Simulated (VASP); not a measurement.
Band structure of PtSe2 (space group P-3m1). Calculation: SCAN meta-GGA, VASP's PBE PAW potentials (set 64) (plane waves; VASP).

Unless said otherwise, spin-orbit coupling is left out, though it shifts the bands of the heavy elements here.

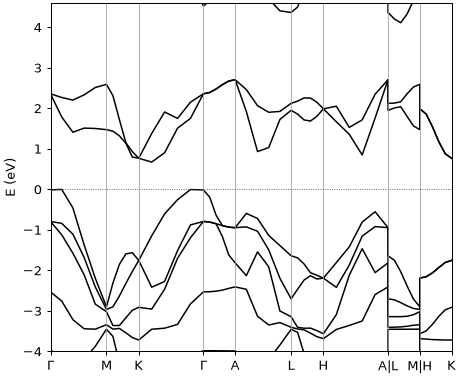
Figure. Bands along high-symmetry lines, zero at the valence-band maximum or, without a gap, the Fermi level

Question: Read the plot: is there a gap, and where are the band edges?

Answer: The gap is indirect, 0.60 eV, from the valence maximum at Γ-M at 0.20 to the conduction minimum at (0.00, 0.25, 0.40).

The structure comes from a measured PtSe2 entry (P-3m1) of the Crystallography Open Database, whose conditions weren't checked. It was relaxed first, which changed the volume by +11 %.
